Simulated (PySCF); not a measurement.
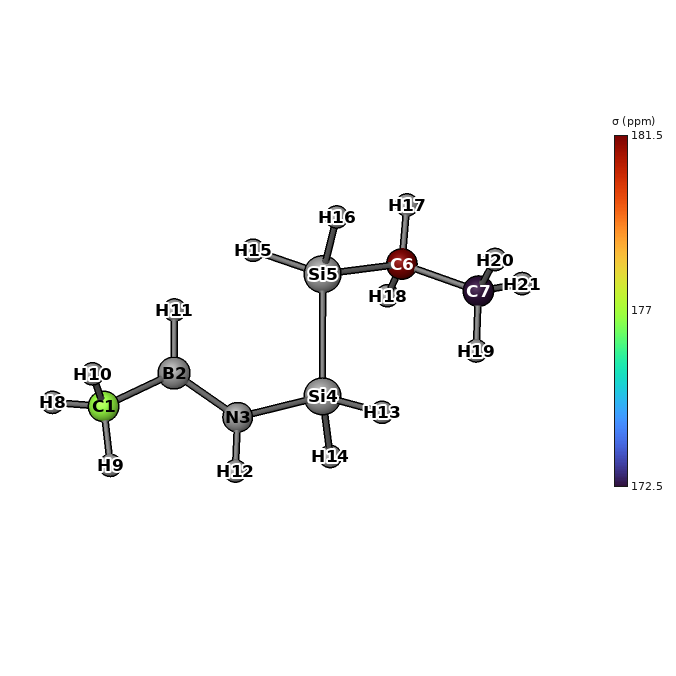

Atoms are coloured by their isotropic NMR shieldings (C only, the others grey). Computed geometry: GFN2-xTB optimisation. No frequency run is at hand to confirm it as a minimum. Method: GIAO PBE0/pcSseg-1 NMR shielding, non-relativistic, gas phase (PySCF 2.14.0).

List the isotropic NMR shieldings of the C atoms.

```json
{"atom": "C1", "σ (ppm)": "176.9"}
{"atom": "C6", "σ (ppm)": "181.4"}
{"atom": "C7", "σ (ppm)": "172.5"}
```

The geometry is semi-empirical. Around B, Si such bond lengths and angles can be off by a tenth of an ångström or more and by several degrees, and values that hang on the shape move with them.
